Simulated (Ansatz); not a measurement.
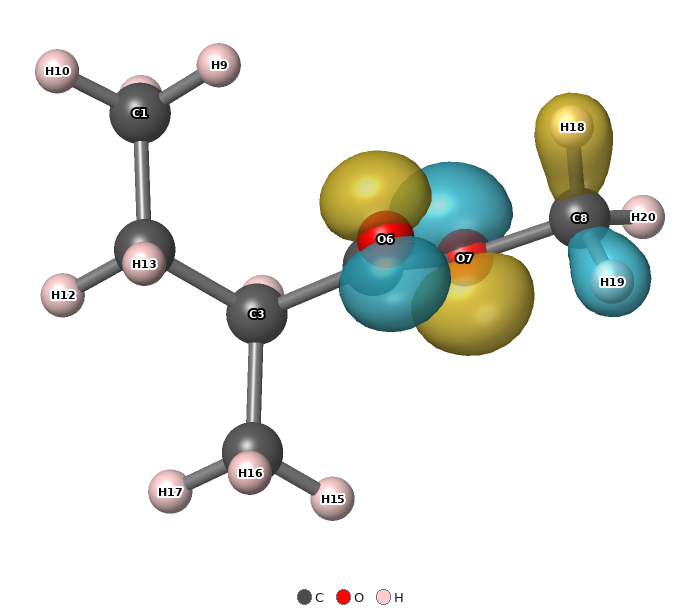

*C6H12O2 (SMILES CCC(C)C(=O)OC). The HOMO−1 at ±0.2 Å⁻³ᐟ² (yellow and cyan are the two phases), seen across its widest extent.*

Geometry: PBE0-D4/def2-TZVP.

Computed with RKS PBE0-D4/def2-TZVPP (Ansatz).

```yaml
atoms:
  - { symbol: C, position_ang: [1.4188, 1.8647, -0.6088] }
  - { symbol: C, position_ang: [-0.0836, 1.6462, -0.5835] }
  - { symbol: C, position_ang: [-0.4833, 0.1776, -0.6302] }
  - { symbol: C, position_ang: [-1.9988, 0.0051, -0.7233] }
  - { symbol: C, position_ang: [-0.0048, -0.5468, 0.6049] }
  - { symbol: O, position_ang: [-0.0201, -0.0979, 1.7204] }
  - { symbol: O, position_ang: [0.4083, -1.7897, 0.3218] }
  - { symbol: C, position_ang: [0.8121, -2.5657, 1.4449] }
  - { symbol: H, position_ang: [1.8972, 1.4157, 0.2651] }
  - { symbol: H, position_ang: [1.6621, 2.9292, -0.6042] }
  - { symbol: H, position_ang: [1.8687, 1.4247, -1.5034] }
  - { symbol: H, position_ang: [-0.5486, 2.1498, -1.4373] }
  - { symbol: H, position_ang: [-0.5105, 2.0924, 0.3194] }
  - { symbol: H, position_ang: [-0.0189, -0.3045, -1.4958] }
  - { symbol: H, position_ang: [-2.2800, -1.0489, -0.7710] }
  - { symbol: H, position_ang: [-2.4872, 0.4531, 0.1451] }
  - { symbol: H, position_ang: [-2.3773, 0.4986, -1.6209] }
  - { symbol: H, position_ang: [1.6469, -2.0893, 1.9608] }
  - { symbol: H, position_ang: [-0.0132, -2.6818, 2.1489] }
  - { symbol: H, position_ang: [1.1124, -3.5325, 1.0470] }
```

What is the character of this orbital?

Answer. It lies mainly on O7 (about 40 %), O6 (about 30 %), C8 (about 10 %) and C5 (about 5 %). Its energy is −8.73 eV.
